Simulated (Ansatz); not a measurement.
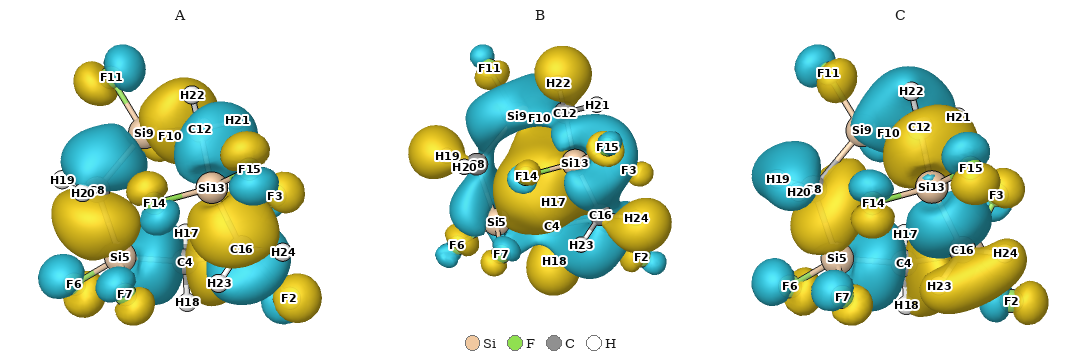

Figure 1: C4H8F8Si4 (cyclo-(F2SiCH2)4). Three frontier orbitals at ±0.06 Å⁻³ᐟ² (yellow and cyan are the two phases), in no order.

Geometry: r2SCAN-D4/def2-SVP; not at a stationary point (largest force 1.0 eV/Å).

Level of theory: Ansatz 0.2.0, RKS PBE0-D4/def2-TZVP.

```xyz
24

Si   -1.6446   -1.0899   -0.7658
F    -3.0352   -1.8971   -0.9553
F    -0.9277   -1.0805   -2.2243
C    -2.0385    0.6602   -0.2844
Si   -1.1003    1.4180    1.1213
F    -1.8980    2.7313    1.6315
F    -1.1588    0.3521    2.3468
C     0.6724    1.8835    0.8206
Si    1.4757    1.3187   -0.7498
F     0.4617    1.7120   -1.9574
F     2.8183    2.1909   -0.9903
C     1.9069   -0.4818   -0.8965
Si    1.2692   -1.6469    0.3944
F     1.6248   -0.9836    1.8349
F     2.1149   -3.0252    0.3150
C    -0.5408   -2.0618    0.3601
H    -1.9270    1.2878   -1.1866
H    -3.1073    0.6813   -0.0012
H     0.7176    2.9884    0.8213
H     1.2614    1.5319    1.6866
H     1.5834   -0.8222   -1.8964
H     3.0103   -0.5499   -0.8689
H    -0.9178   -1.9975    1.3965
H    -0.6207   -3.1197    0.0480
```

### Which picture is the HOMO−1, the HOMO and the LUMO?

C is the HOMO−1 (−9.85 eV). Its weight (Hirshfeld) is mainly on C4 (about 10 %), C8 (about 10 %), C16 (about 10 %), C12 (about 10 %), Si9 (about 5 %), Si13 (about 5 %), Si5 (about 5 %) and Si1 (about 5 %). A is the HOMO (−9.54 eV). By Hirshfeld shares it lies mainly on C4 (about 10 %), C8 (about 10 %), C16 (about 10 %), C12 (about 10 %), Si9 (about 5 %), Si13 (about 5 %), Si5 (about 5 %) and Si1 (about 5 %). B is the LUMO (−0.69 eV). Its weight (Hirshfeld) is mainly on Si1 (about 15 %), Si5 (about 15 %), Si13 (about 15 %) and Si9 (about 15 %).

### What is the HOMO–LUMO gap?

8.85 eV between the orbital energies.
